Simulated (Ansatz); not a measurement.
**BrF$_{2}$H$_{3}$Si$_{2}$ (SMILES F[SiH](F)[SiH2]Br): density, localisation and related maps**

Input file:

```
crystal:
  periodic: [false, false, false]
  atoms:
    - {symbol: Br, position_ang: [-0.747592, 1.708864, -1.664659]}
    - {symbol: F, position_ang: [-0.557766, -0.293839, 2.979539]}
    - {symbol: F, position_ang: [-1.196620, -1.583273, 0.804915]}
    - {symbol: Si, position_ang: [-0.380762, -0.298367, 1.364794]}
    - {symbol: Si, position_ang: [-1.338207, 1.649676, 0.497211]}
    - {symbol: H, position_ang: [1.056203, -0.497971, 1.058902]}
    - {symbol: H, position_ang: [-2.822321, 1.632213, 0.593644]}
    - {symbol: H, position_ang: [-0.786828, 2.859847, 1.165727]}
basis:
  gaussian:
    orbitals: def2-TZVPD
hamiltonian:
  xc: pbe0
output:
  forces: true
  orbitals: {seedname: orbitals}
```

Run with:

```sh
ansatz run input.yaml --threads 2 --pin off --max-ram 4350MiB --events-out events.jsonl --progress --plain --runs-dir runs
```

Geometry: PBE0-D3(BJ)/pcseg-1.

Method: isolated molecule in a Gaussian basis; Kohn-Sham density functional theory, functional PBE0 in Ansatz 0.2.0.

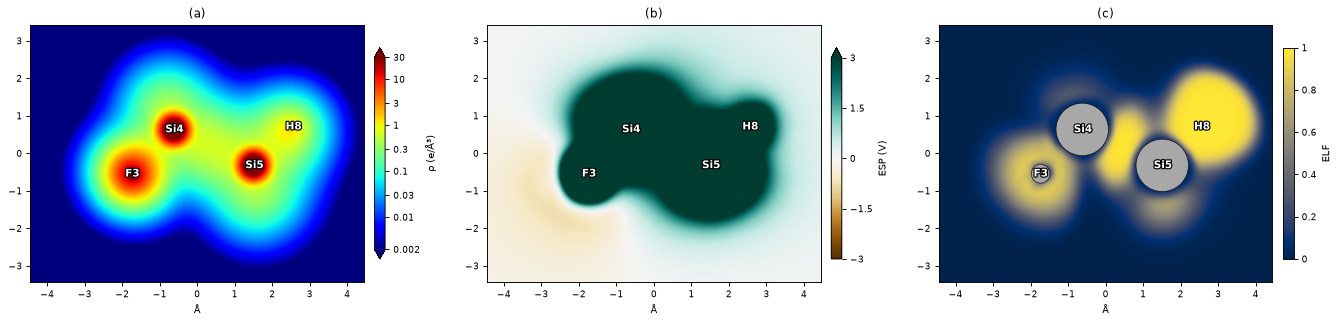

Figure 1. (a) electron density; (b) electrostatic potential; (c) ELF on the plane of atoms F3, Si4 and Si5. Grey discs cover the atomic cores in the ELF map.

What does the map show?

Atoms in the plane: F, Si and H. Si–F (1.62 Å): the density is about 1.1 e/Å³ at the midpoint; the ELF peaks at about 0.85 in the valence shell of F, 0.6 Å from its nucleus, and is about 0.55 at the midpoint. Si–Si (2.34 Å): the density is about 0.68 e/Å³ at the midpoint; the ELF peaks at about 1 between the atoms (a covalent bond). Si–H (1.49 Å): ρ at the midpoint is about 0.81 e/Å³; the ELF climbs to about 1 towards the hydrogen, as it does in any bond to H. The ELF also peaks beside F3, away from the bonds: lone-pair regions. Outside the dense part of the molecule the potential is most negative (−0.7 V) near F3.

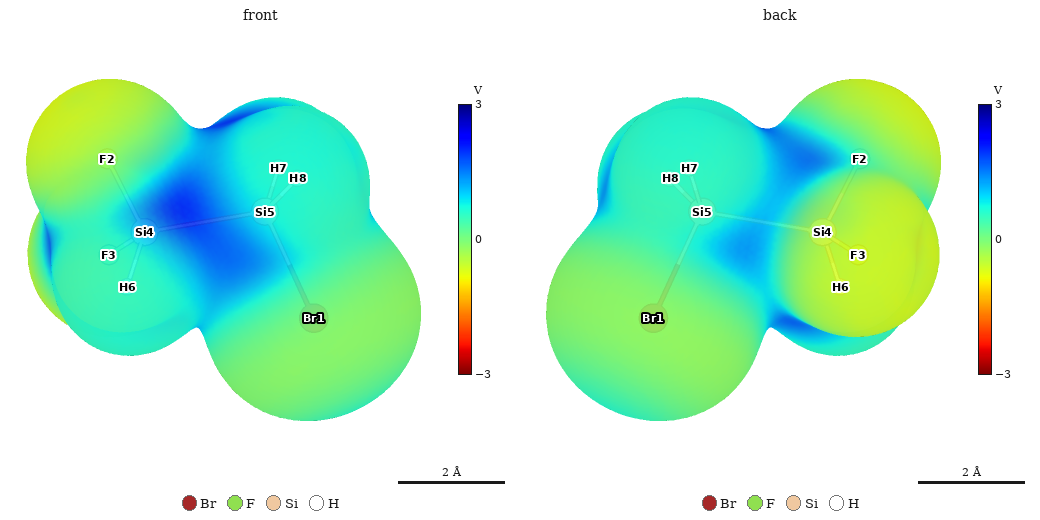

Figure 2. The electrostatic potential painted on the density surface at 0.002 e/bohr³, seen from the front and from behind; the colour scale runs from red (negative) to blue (positive).

Which sites attract a positive test charge, and which a negative one?

A positive charge is drawn to the negative regions and a negative charge to the positive ones. The most negative region (about −0.7 V, or −16 kcal/mol for a unit charge) lies over F2 and F3, the most positive (about +2.0 V, or +46 kcal/mol for a unit charge) over Si4 and Si5. Br1 shows a σ-hole: about +0.6 V, or +14 kcal/mol for a unit charge at the tip opposite its bond, against about −0.1 V on its flanks.

What dipole moment does the calculation give?

Its dipole moment is 1.36 D.

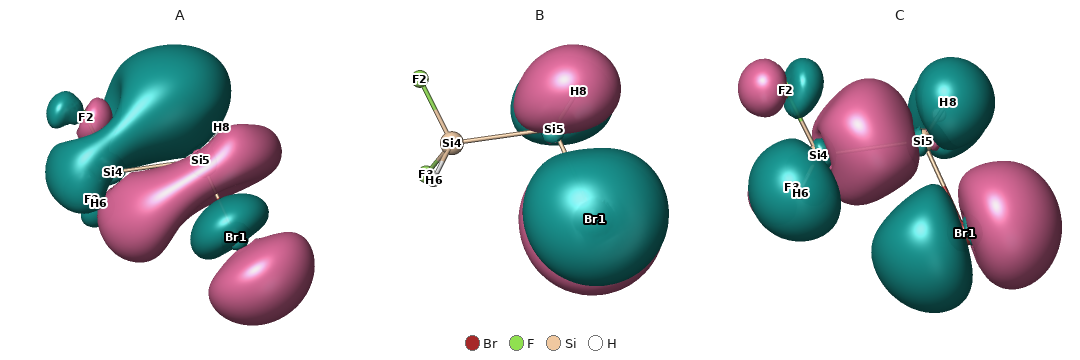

Figure 3. Three frontier orbitals at ±0.05 Å⁻³ᐟ² (teal and pink are the two phases), in no order.

Order the three orbitals by energy and name them.

B is the HOMO−1 (−8.79 eV). By Hirshfeld shares it lies mainly on Br1 (about 80 %); largely a lone pair of Br1. C is the HOMO (−8.38 eV). By Hirshfeld shares it lies mainly on Br1 (about 50 %), Si5 (about 20 %) and Si4 (about 15 %). A is the LUMO (−1.43 eV). It lies mainly on Si5 (about 35 %), Si4 (about 25 %) and Br1 (about 25 %).

What is the HOMO–LUMO gap?

6.95 eV between the orbital energies.
